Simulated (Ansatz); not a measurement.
# Tin, A15 under LDA: structure and ground-state energy

The plan for tin in the A15 structure: relax it, then solve it on a dense k-mesh. Spin polarisation is left out. The k-meshes are 4×4×4 for the relaxation; 6×6×6 for the dense run.

Computed with Ansatz 0.2.0 (DFT LDA (PW92), plane waves (420 eV) with PAW, scalar-relativistic; PAW files made under PBE, frozen cores solved again for the functional, unless a step says otherwise).

## 1. The structure to begin with

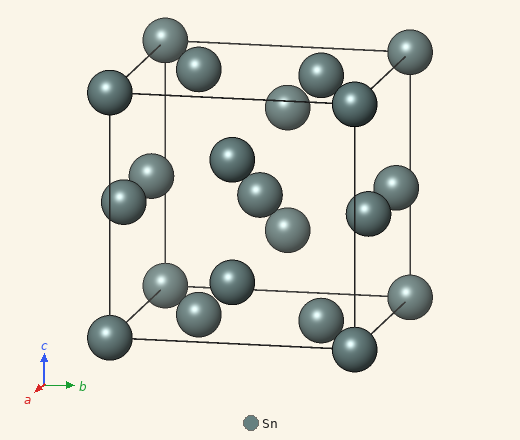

The structure, seen slightly off an axis (tin teal). Any atoms on the faces are drawn again on the opposite ones.

Coordinates:

```cif
data_structure
_symmetry_space_group_name_H-M 'P 1'
_symmetry_Int_Tables_number 1
_cell_length_a 6.0757
_cell_length_b 6.0757
_cell_length_c 6.0757
_cell_angle_alpha 90.000
_cell_angle_beta 90.000
_cell_angle_gamma 90.000
_cell_volume 224.28
loop_
_atom_site_label
_atom_site_type_symbol
_atom_site_fract_x
_atom_site_fract_y
_atom_site_fract_z
_atom_site_occupancy
Sn1 Sn 0.00000 0.00000 0.00000 1
Sn2 Sn 0.50000 0.50000 0.50000 1
Sn3 Sn 0.25000 0.00000 0.50000 1
Sn4 Sn 0.75000 0.00000 0.50000 1
Sn5 Sn 0.50000 0.25000 0.00000 1
Sn6 Sn 0.50000 0.75000 0.00000 1
Sn7 Sn 0.00000 0.50000 0.25000 1
Sn8 Sn 0.00000 0.50000 0.75000 1
```

## 2. Geometry optimisation

input.yaml

```yaml
crystal:
  lattice:
    - [6.0756993416, 0.0, 0.0]
    - [0.0, 6.0756993416, 0.0]
    - [0.0, 0.0, 6.0756993416]
  atoms:
    - { symbol: Sn, position: [0.0, 0.0, 0.0] }
    - { symbol: Sn, position: [0.5, 0.5, 0.5] }
    - { symbol: Sn, position: [0.25, 0.0, 0.5] }
    - { symbol: Sn, position: [0.75, 0.0, 0.5] }
    - { symbol: Sn, position: [0.5, 0.25, 0.0] }
    - { symbol: Sn, position: [0.5, 0.75, 0.0] }
    - { symbol: Sn, position: [0.0, 0.5, 0.25] }
    - { symbol: Sn, position: [0.0, 0.5, 0.75] }
hamiltonian:
  xc: lda
  pseudopotentials:
    kind: paw
    azcp:
      Sn: "pseudopotentials/Sn.paw.azcp"
basis:
  ecutwfc: 420
  fft_grid_basis: typed
kpoints:
  mp_grid: { grid: [4, 4, 4], shift: [0, 0, 0] }
magnetization:
  spin_polarized: false
scf:
  occupations: { method: fermi_dirac, width: 0.1 }
relax:
  max_steps: 60
  f_tol: 0.01
  cell: {}
```

Output:

```text
Warning: <dir> the record states the generating functional pbe (its physics header spells it `PBE`), which answers neither for hamiltonian.xc's functional nor for the lda family's — results may be inconsistent (PPs are generated against a specific XC)
Engine: ansatz 0.2.0, x86_64-unknown-linux-gnu
Pseudopotentials: kind: paw
Pseudopotential: Sn, paw, valence charge 14, recommended cutoff 420 eV (normal), <dir>
Functional definition: SPW92
  exchange = slater_x
  correlation = pw_c
Crystal: 8 atoms, lattice volume = 224.279 Å³
Basis set: ecut = 420 eV, 4385 PW (Γ)
Bands: 68, of which v1, the nominal top of the filled ones, is band 56 counted from 1 (55 counted from 0)
Symmetry: 48 space group operations
Space group: Pm-3n (ITA 223), of the structure as read, at distance tolerance 6.1e-5 Å
k-points: 10 of 64
Non-local potential: Sn, projectors of the file, l = 0: 2, l = 1: 2, l = 2: 2, l = 3: 2
PAW form: soft (Blöchl's): semilocal exchange-correlation on the pseudo side does not see the compensation charge
PAW frozen core: Sn, regenerated for the run's functional, and the local potential with it (the file was generated under x = pbe(κ = 0.804, μ = 0.2195149727645171), c = pbe(β = 0.06672455060314922))
PAW one-centre angular grid: Sn, 590 points (default); XC on 64 Gauss nodes
Initial density: superposition of atomic densities (neutral atoms: chi_scale 0, normalization atom), corrected by the library's trained network
Initial wavefunctions: pseudopotential atomic-orbital guess
Functional: x = slater, c = lda
SCF iter   1: F=—  HF=-47035.128575 eV  |F-HF|=—  |Δ(HF+E_count)|=         —  Δρ=7.18e-3  dr2=5.30e-2  ethr=1.77e-3  ⟨swp⟩=7.3  Hψ=2774  notcnv=0
preconditioner: auto → Kerker (q_TF=auto, 2.430 Å⁻¹)  [metal: Δε(μ)=0.055 eV  Ē_g=18.821 eV  σ=0.100 eV  W_gap=0.14  n_scr=56 (ndim 8)  ℏωp=26.2 eV  f_vac=0.000  D(μ)=6.42/eV (n_scr^D=32)]
SCF iter   2: F=—  HF=-47035.113786 eV  |F-HF|=—  |Δ(HF+E_count)|=   1.48e-2  Δρ=3.55e-3  dr2=1.46e-2  ethr=4.73e-5  ⟨swp⟩=2.3  Hψ=1352  notcnv=0  defer=2
SCF iter   3: F=—  HF=-47035.109358 eV  |F-HF|=—  |Δ(HF+E_count)|=   4.43e-3  Δρ=6.80e-4  dr2=1.12e-3  ethr=1.30e-5  ⟨swp⟩=2.0  Hψ=1142  notcnv=0  defer=2
SCF iter   4: F=—  HF=-47035.109076 eV  |F-HF|=—  |Δ(HF+E_count)|=   2.82e-4  Δρ=1.26e-4  dr2=5.05e-5  ethr=9.99e-7  ⟨swp⟩=2.0  Hψ=790  notcnv=0  defer=2
SCF iter   5: F=—  HF=-47035.109033 eV  |F-HF|=—  |Δ(HF+E_count)|=   4.29e-5  Δρ=1.55e-5  dr2=6.92e-7  ethr=4.51e-8  ⟨swp⟩=3.0  Hψ=1316  notcnv=0  defer=2
SCF iter   6: F=-47035.109033 eV  HF=-47035.109033 eV  |F-HF|=6.30e-8  |Δ(HF+E_count)|=   1.18e-7  Δρ=5.56e-6  dr2=6.61e-8  ethr=8.93e-11  ⟨swp⟩=5.0  Hψ=2536  notcnv=0
SCF 1 converged in 6 iterations: F = -47035.109033 eV  dr2 = 6.61e-8
relax step   1: F+E_penalty+E_count = -47035.10903326 eV  Δ(F+E_penalty+E_count) = +0.000e0 eV  max|allowed force component| = 1.858e-17 eV/Å  Δτ_max = 0.0000 Å  P = -2.758 GPa  Ω = 224.279 Å³  (6 SCF iters, dr2 threshold 1.00e-7 eV, accepted)
Crystal: 8 atoms, lattice volume = 207.532 Å³
Basis set: ecut = 420 eV, 3959 PW (Γ)
Initial density: handed on by an earlier stage of this run
Initial wavefunctions: those handed on with the density
iter 1 solved again at ethr=2.02e-6 eV; its pass at ethr=3.10e-3 eV (dr2=2.26e-3 eV) is discarded
SCF iter   1: F=—  HF=-47035.217419 eV  |F-HF|=—  |Δ(HF+E_count)|=         —  Δρ=1.29e-3  dr2=3.33e-3  ethr=2.02e-6  ⟨swp⟩=2.9  Hψ=4253  notcnv=0
eigensolver tolerance schedule calibrated: the retry pair's looser diagonalisation under-reported the residual by θ = 0.32 (0.10/decade); ethr = c·dr2/N_el runs at the constant in force after the calibration composes with the one it found (an armed cap, an earlier calibration), c = 9.8e-2
preconditioner: auto → Kerker (q_TF=auto, 2.462 Å⁻¹)  [metal: Δε(μ)=0.152 eV  Ē_g=19.080 eV  σ=0.100 eV  W_gap=0.35  n_scr=56 (ndim 8)  ℏωp=27.3 eV  f_vac=0.000  D(μ)=6.37/eV (n_scr^D=32)]
SCF iter   2: F=—  HF=-47035.216631 eV  |F-HF|=—  |Δ(HF+E_count)|=   7.89e-4  Δρ=7.71e-4  dr2=1.07e-3  ethr=2.02e-6  ⟨swp⟩=3.0  Hψ=1246  notcnv=0
SCF iter   3: F=—  HF=-47035.216329 eV  |F-HF|=—  |Δ(HF+E_count)|=   3.01e-4  Δρ=1.61e-4  dr2=6.18e-5  ethr=9.42e-7  ⟨swp⟩=2.8  Hψ=1273  notcnv=0
SCF iter   4: F=—  HF=-47035.216289 eV  |F-HF|=—  |Δ(HF+E_count)|=   4.02e-5  Δρ=2.89e-5  dr2=1.28e-6  ethr=5.42e-8  ⟨swp⟩=2.1  Hψ=1250  notcnv=0
SCF iter   5: F=-47035.216289 eV  HF=-47035.216289 eV  |F-HF|=6.40e-10  |Δ(HF+E_count)|=   1.04e-7  Δρ=3.56e-6  dr2=2.49e-8  ethr=7.02e-10  ⟨swp⟩=4.2  Hψ=2021  notcnv=0
SCF 2 converged in 5 iterations: F = -47035.216289 eV  dr2 = 2.49e-8
relax step   2: F+E_penalty+E_count = -47035.21628921 eV  Δ(F+E_penalty+E_count) = -1.073e-1 eV  max|allowed force component| = 2.617e-17 eV/Å  Δτ_max = 0.0000 Å  P = +1.039 GPa  Ω = 207.532 Å³  energy of the carried Pulay correction = +2.608e-3 eV  (5 SCF iters, dr2 threshold 8.00e-7 eV, accepted)
Crystal: 8 atoms, lattice volume = 211.859 Å³
Basis set: ecut = 420 eV, 4139 PW (Γ)
iter 1 solved again at ethr=9.97e-8 eV; its pass at ethr=3.10e-3 eV (dr2=1.12e-4 eV) is discarded
SCF iter   1: F=—  HF=-47035.227910 eV  |F-HF|=—  |Δ(HF+E_count)|=         —  Δρ=3.64e-4  dr2=2.76e-4  ethr=9.97e-8  ⟨swp⟩=3.0  Hψ=4039  notcnv=0
eigensolver tolerance schedule calibrated: the retry pair's looser diagonalisation under-reported the residual by θ = 0.60 (0.13/decade); ethr = c·dr2/N_el runs at the constant in force after the calibration composes with the one it found (an armed cap, an earlier calibration), c = 5.7e-2
preconditioner: auto → Kerker (q_TF=auto, 2.453 Å⁻¹)  [metal: Δε(μ)=0.130 eV  Ē_g=19.059 eV  σ=0.100 eV  W_gap=0.30  n_scr=56 (ndim 8)  ℏωp=27.0 eV  f_vac=0.000  D(μ)=6.40/eV (n_scr^D=32)]
SCF iter   2: F=—  HF=-47035.227845 eV  |F-HF|=—  |Δ(HF+E_count)|=   6.53e-5  Δρ=2.20e-4  dr2=9.22e-5  ethr=9.97e-8  ⟨swp⟩=2.0  Hψ=1235  notcnv=0
SCF iter   3: F=—  HF=-47035.227817 eV  |F-HF|=—  |Δ(HF+E_count)|=   2.78e-5  Δρ=4.40e-5  dr2=4.97e-6  ethr=4.68e-8  ⟨swp⟩=2.1  Hψ=1246  notcnv=0
SCF iter   4: F=-47035.227815 eV  HF=-47035.227815 eV  |F-HF|=6.50e-9  |Δ(HF+E_count)|=   2.20e-6  Δρ=8.37e-6  dr2=1.06e-7  ethr=4.06e-10  ⟨swp⟩=4.8  Hψ=2477  notcnv=0
SCF 3 converged in 4 iterations: F = -47035.227815 eV  dr2 = 1.06e-7
relax step   3: F+E_penalty+E_count = -47035.22781461 eV  Δ(F+E_penalty+E_count) = -1.153e-2 eV  max|allowed force component| = 1.908e-17 eV/Å  Δτ_max = 0.0000 Å  P = -0.111 GPa  Ω = 211.859 Å³  energy of the carried Pulay correction = +1.915e-3 eV  (4 SCF iters, dr2 threshold 8.00e-7 eV, accepted)
Crystal: 8 atoms, lattice volume = 211.433 Å³
iter 1 solved again at ethr=4.15e-9 eV; its pass at ethr=3.10e-3 eV (dr2=4.65e-6 eV) is discarded
SCF iter   1: F=—  HF=-47035.228036 eV  |F-HF|=—  |Δ(HF+E_count)|=         —  Δρ=3.65e-5  dr2=2.16e-6  ethr=4.15e-9  ⟨swp⟩=3.4  Hψ=3657  notcnv=0
preconditioner: auto → Kerker (q_TF=auto, 2.454 Å⁻¹)  [metal: Δε(μ)=0.133 eV  Ē_g=19.055 eV  σ=0.100 eV  W_gap=0.31  n_scr=56 (ndim 8)  ℏωp=27.0 eV  f_vac=0.000  D(μ)=6.39/eV (n_scr^D=32)]
SCF iter   2: F=—  HF=-47035.228036 eV  |F-HF|=—  |Δ(HF+E_count)|=   3.19e-7  Δρ=2.16e-5  dr2=6.60e-7  ethr=1.93e-9  ⟨swp⟩=2.1  Hψ=1246  notcnv=0
SCF iter   3: F=—  HF=-47035.228036 eV  |F-HF|=—  |Δ(HF+E_count)|=   7.37e-8  Δρ=4.09e-6  dr2=3.33e-8  ethr=5.89e-10  ⟨swp⟩=2.8  Hψ=1270  notcnv=0
SCF iter   4: F=-47035.228036 eV  HF=-47035.228036 eV  |F-HF|=1.24e-10  |Δ(HF+E_count)|=   1.24e-8  Δρ=6.81e-7  dr2=8.13e-10  ethr=2.76e-11  ⟨swp⟩=4.1  Hψ=2018  notcnv=0
SCF 4 converged in 4 iterations: F = -47035.228036 eV  dr2 = 8.13e-10
relax step   4: F+E_penalty+E_count = -47035.22803563 eV  Δ(F+E_penalty+E_count) = -2.210e-4 eV  max|allowed force component| = 4.611e-17 eV/Å  Δτ_max = 0.0000 Å  P = -0.004 GPa  Ω = 211.433 Å³  energy of the carried Pulay correction = +1.983e-3 eV  (4 SCF iters, dr2 threshold 3.09e-8 eV, accepted)
Initial wavefunctions: pseudopotential atomic-orbital guess (no wavefunctions were taken with the density)
iter 1 solved again at ethr=1.78e-8 eV; its pass at ethr=3.10e-3 eV (dr2=2.00e-5 eV) is discarded
SCF iter   1: F=—  HF=-47035.226005 eV  |F-HF|=—  |Δ(HF+E_count)|=         —  Δρ=4.93e-5  dr2=7.89e-7  ethr=1.78e-8  ⟨swp⟩=4.0  Hψ=4819  notcnv=0
preconditioner: auto → Kerker (q_TF=auto, 2.454 Å⁻¹)  [metal: Δε(μ)=0.133 eV  Ē_g=19.056 eV  σ=0.100 eV  W_gap=0.31  n_scr=56 (ndim 8)  ℏωp=27.0 eV  f_vac=0.000  D(μ)=6.39/eV (n_scr^D=32)]
SCF iter   2: F=—  HF=-47035.226004 eV  |F-HF|=—  |Δ(HF+E_count)|=   1.14e-6  Δρ=2.45e-5  dr2=1.96e-7  ethr=7.04e-10  ⟨swp⟩=2.0  Hψ=1155  notcnv=0
SCF iter   3: F=—  HF=-47035.226004 eV  |F-HF|=—  |Δ(HF+E_count)|=   1.24e-7  Δρ=5.58e-6  dr2=2.22e-8  ethr=1.75e-10  ⟨swp⟩=2.0  Hψ=1243  notcnv=0
SCF iter   4: F=—  HF=-47035.226004 eV  |F-HF|=—  |Δ(HF+E_count)|=   1.19e-9  Δρ=4.73e-7  dr2=3.28e-10  ethr=1.98e-11  ⟨swp⟩=2.1  Hψ=890  notcnv=0
SCF iter   5: F=-47035.226004 eV  HF=-47035.226004 eV  |F-HF|=2.18e-11  |Δ(HF+E_count)|=  3.64e-11  Δρ=9.65e-8  dr2=1.44e-11  ethr=1.00e-12  ⟨swp⟩=4.9  Hψ=2479  notcnv=0
SCF 5 converged in 5 iterations: F = -47035.226004 eV  dr2 = 1.44e-11
relax step   5: F+E_penalty+E_count = -47035.22600385 eV  Δ(F+E_penalty+E_count) = +2.032e-3 eV  max|allowed force component| = 2.776e-17 eV/Å  Δτ_max = 0.0000 Å  P = -0.004 GPa  Ω = 211.433 Å³  stress off target by 4.42e-3 GPa  SCF on the basis re-selected at this cell (its energy is not comparable with the rows above)  (5 SCF iters)
basis re-selected at this cell: Δ(F+E_penalty+E_count) = +2.032e-3 eV, ΔP = -0.001 GPa vs the last step (what re-selecting the basis moved, of the pressure what is left beyond the Pulay correction that the steps carried, after the strain that the cell walked since its last selection, with what the two solves' SCF thresholds leave and, on support functions, any second-order correction that the steps lacked; it is no measure of the basis error at this ecutwfc). The dense FFT grid was sized anew with the basis: this SCF ran on 40×40×40 points, the steps before it on 45×45×45, so part of this shift can come from that change (see relax.cell in the input reference). This SCF's stress stands 4.42e-3 GPa from its target on what of the cell is left free (relax.cell.stress_tol is 5.00e-2 GPa) and its largest allowed force component is 2.78e-17 eV/Å (relax.f_tol is 1.00e-2 eV/Å): within both
SCF converged after 5 iterations
Free energy (F): -47035.226004 eV
Harris-Foulkes:  -47035.226004 eV  (|F-HF|=2.18e-11)
Internal energy: -47035.024087 eV  (E = F + TS)
E sigma→0 (E₀):  -47035.125046 eV
Entropy (-TS):   -0.201917 eV (-25.240 meV/atom)
Fermi energy:    10.951861 eV
--- Per-component energies (eV) ---
  E_band       = -632.799929
  E_kinetic    = 1502.180570
  E_local      = -6523.284809  (includes V_loc(G=0)·N_el)
  E_nonlocal   = -226.949743
  E_hartree    = 4113.429970
  E_xc         = -3038.430683
  E_vxc        = -795.507992  (∫ρ·V_xc dr)
  E_paw        = -31943.596911  (= ΣΔE_a)
  E_vpaw       = -2816.097971  (= ΣTr[D̂ρ^β])
  E_aug_tail   = -0.000004  (compensation charges beyond the density's cutoff)
  E_ewald      = -10921.771664
  E_core_change = 3.399186  (= ΣΔE_core)
  E_smearing   = -0.201917  (= −TS)
  E_closure    = -0.000000  (closes the sum)
  Σ components = -47035.226004   (vs F -47035.226004, Δ=0.00e0)
--- Forces (eV/Å), atoms counted from 1 ---
  atom   1  Sn     0.00000000     0.00000000     0.00000000
  atom   2  Sn     0.00000000    -0.00000000     0.00000000
  atom   3  Sn    -0.00000000    -0.00000000    -0.00000000
  atom   4  Sn     0.00000000     0.00000000     0.00000000
  atom   5  Sn     0.00000000    -0.00000000    -0.00000000
  atom   6  Sn    -0.00000000    -0.00000000     0.00000000
  atom   7  Sn    -0.00000000     0.00000000    -0.00000000
  atom   8  Sn     0.00000000    -0.00000000     0.00000000
  max |Σ_I F_I| component: 2.31e-17 eV/Å
--- Stress (GPa, compression-positive) ---
       -0.004422       0.000000      -0.000000
        0.000000      -0.004422      -0.000000
       -0.000000      -0.000000      -0.004422
  P = ⅓ Tr σ = -0.0044 GPa (-0.044 kbar)
--- Relaxed structure (4 steps of the walk, 4 accepted, 1 SCFs on fresh bases) ---
  F+E_penalty+E_count = -47035.22600385 eV   max|allowed force component| = 2.776e-17 eV/Å   (the final SCF, on the basis selected at the relaxed cell)
  cell:  # Å, volume = 211.4328 Å³
    - [5.957409656377119, 8.345696425678021e-34, 3.851859888774472e-34]
    - [1.0913603018194335e-33, 5.957409656377119, 0.0]
    - [-5.135813185032629e-34, 0.0, 5.957409656377119]
  atoms:
    - { symbol: Sn, position: [-5.484105998690423e-35, -1.1926298910177134e-34, -3.3514984305464026e-35] }
    - { symbol: Sn, position: [0.5, 0.5, 0.5] }
    - { symbol: Sn, position: [0.25, 4.237457960246877e-34, 0.5] }
    - { symbol: Sn, position: [0.75, 1.6619222205166362e-34, 0.5] }
    - { symbol: Sn, position: [0.5, 0.25, 5.448248680198591e-36] }
    - { symbol: Sn, position: [0.5, 0.75, 1.6922590597586513e-34] }
    - { symbol: Sn, position: [-2.8696947345233483e-34, 0.5, 0.25] }
    - { symbol: Sn, position: [-2.7673336987135572e-34, 0.5, 0.75] }
```

Wall time 31 s (2 threads of an x86-64 CPU, shared host); peak memory 0.73 GiB.

Step by step:

| step | energy change (meV/atom) | largest force (eV/Å) | pressure (GPa) | volume (Å³/atom) |
| --- | --- | --- | --- | --- |
| 1 | 0.00 | 0.0000 | -2.76 | 28.035 |
| 2 | -13.41 | 0.0000 | 1.04 | 25.942 |
| 3 | -14.85 | 0.0000 | -0.11 | 26.482 |
| 4 | -14.88 | 0.0000 | 0.00 | 26.429 |
| 5 | -14.62 | 0.0000 | 0.00 | 26.429 |

Steps that repeat a cell are solved on a basis chosen anew, so their changes of energy are no gain of the relaxation.

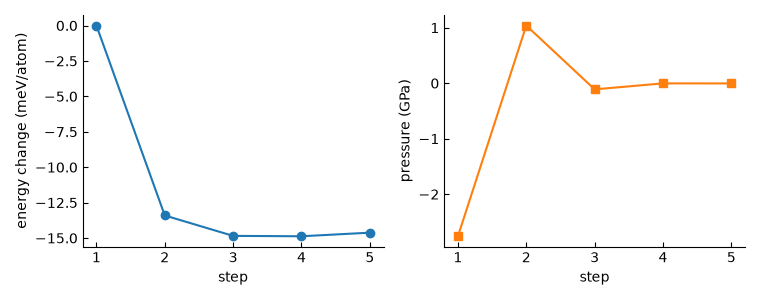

Energy and pressure over the accepted steps.

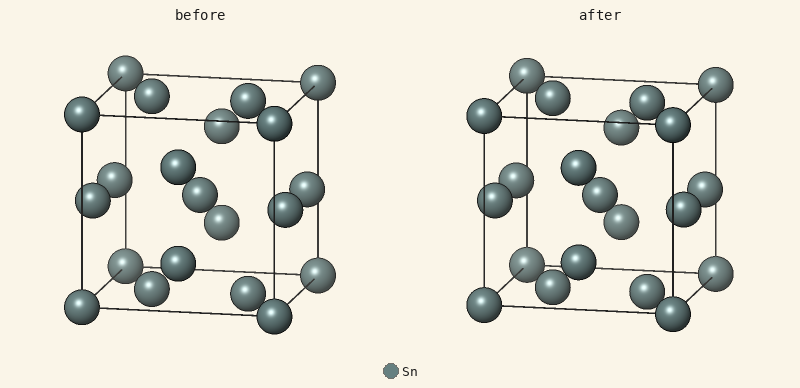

Before and after, at one scale. The cells drawn are those of the first picture.

Changes in the cell that was computed:

|  | before | after | change |
| --- | --- | --- | --- |
| a (Å) | 6.076 | 5.957 | -1.9 % |
| b (Å) | 6.076 | 5.957 | -1.9 % |
| c (Å) | 6.076 | 5.957 | -1.9 % |
| volume (Å³/atom) | 28.035 | 26.429 | -5.7 % |
| shortest distance (Å) | 3.038 | 2.979 | -1.9 % |
| space group (spins left aside) | Pm-3n | Pm-3n | same |

## 3. Dense single point

input.yaml

```yaml
crystal:
  lattice:
    - [5.9574096564, 0.0, 0.0]
    - [0.0, 5.9574096564, 0.0]
    - [0.0, 0.0, 5.9574096564]
  atoms:
    - { symbol: Sn, position: [1.0, 1.0, 1.0] }
    - { symbol: Sn, position: [0.5, 0.5, 0.5] }
    - { symbol: Sn, position: [0.25, 0.0, 0.5] }
    - { symbol: Sn, position: [0.75, 0.0, 0.5] }
    - { symbol: Sn, position: [0.5, 0.25, 0.0] }
    - { symbol: Sn, position: [0.5, 0.75, 0.0] }
    - { symbol: Sn, position: [1.0, 0.5, 0.25] }
    - { symbol: Sn, position: [1.0, 0.5, 0.75] }
hamiltonian:
  xc: lda
  pseudopotentials:
    kind: paw
    azcp:
      Sn: "pseudopotentials/Sn.paw.azcp"
basis:
  ecutwfc: 420
  fft_grid_basis: typed
kpoints:
  mp_grid: { grid: [6, 6, 6], shift: [0, 0, 0] }
magnetization:
  spin_polarized: false
scf:
  occupations: { method: fermi_dirac, width: 0.1 }
```

Output, shortened:

```text
Warning: <dir> the record states the generating functional pbe (its physics header spells it `PBE`), which answers neither for hamiltonian.xc's functional nor for the lda family's — results may be inconsistent (PPs are generated against a specific XC)
[...]
[... 3 set-up lines as earlier in the session ...]
[...]
Crystal: 8 atoms, lattice volume = 211.433 Å³
Basis set: ecut = 420 eV, 4139 PW (Γ)
Bands: 64, of which v1, the nominal top of the filled ones, is band 56 counted from 1 (55 counted from 0)
[... 1 set-up line as earlier in the session ...]
Space group: Pm-3n (ITA 223), of the structure as read, at distance tolerance 6.0e-5 Å
k-points: 20 of 216
[...]
SCF iter   1: F=—  HF=-47035.446523 eV  |F-HF|=—  |Δ(HF+E_count)|=         —  Δρ=7.39e-3  dr2=5.19e-2  ethr=1.77e-3  ⟨swp⟩=6.5  Hψ=4782  notcnv=0
[...]
SCF iter   6: F=-47035.426962 eV  HF=-47035.426962 eV  |F-HF|=3.78e-8  |Δ(HF+E_count)|=   4.55e-9  Δρ=4.67e-6  dr2=4.97e-8  ethr=8.93e-11  ⟨swp⟩=3.2  Hψ=3620  notcnv=0
[...]
SCF converged after 6 iterations
Free energy (F): -47035.426962 eV
[...]
E sigma→0 (E₀):  -47035.349648 eV
Entropy (-TS):   -0.154629 eV (-19.329 meV/atom)
Fermi energy:    10.974962 eV
[...]
```

Wall time 9.4 s (2 threads of an x86-64 CPU, shared host); peak memory 0.73 GiB.

## 4. Summary of results

```
                       quantity                         value
 space group (spins left aside)               Pm-3n (No. 223)
              conventional cell                   a = 5.957 Å
                         volume                26.429 Å³/atom
              shortest distance                       2.979 Å
                gap on the mesh  none (levels filled in part)
relative to beta-Sn (white tin)                 +116 meV/atom
```

**Reading.** From the guessed start the volume shrank by 5.7 % in 5 steps. Against the reference form of tin (beta-Sn (white tin), computed apart with the same settings) it stands 116 meV/atom higher. No gap shows: it is a metal or semimetal at this level. Relaxation kept the symmetry; phonons were not checked.
